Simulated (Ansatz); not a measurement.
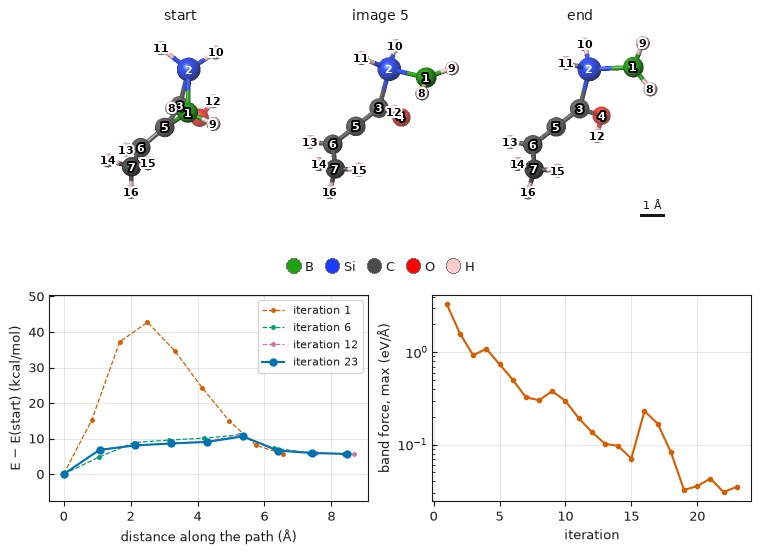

A nudged-elastic-band calculation for C4H9BOSi. Images are numbered from 0 (start) to 8 (end). The plot follows the band through its iterations. A ball-and-stick model, seen from a free direction.

All numbers below come from Ansatz, RKS PBE0-D4/6-31G. Set-up: 7 movable images; climbing image; force threshold 0.03 eV/Å; iteration limit 23; starting path by image-dependent pair potential.

Did the band converge, and can the barrier be trusted?

Answer. The result isn't final. The band hadn't converged when the run stopped after 23 iterations. The largest component of the band force went from 3.3 to 0.035 eV/Å. The barrier read from it is provisional, though the highest image hardly moved in the last two iterations. The largest force component is 0.70 eV/Å at the start and 0.01 eV/Å at the end; an end with forces this large is no minimum, and the barrier measured from it can be far off. The first iteration put the highest image at 42.8 kcal/mol. The energy climbs by 10.6 kcal/mol to image 5 and then falls by 4.9 kcal/mol, so the end point sits at +5.7 kcal/mol.
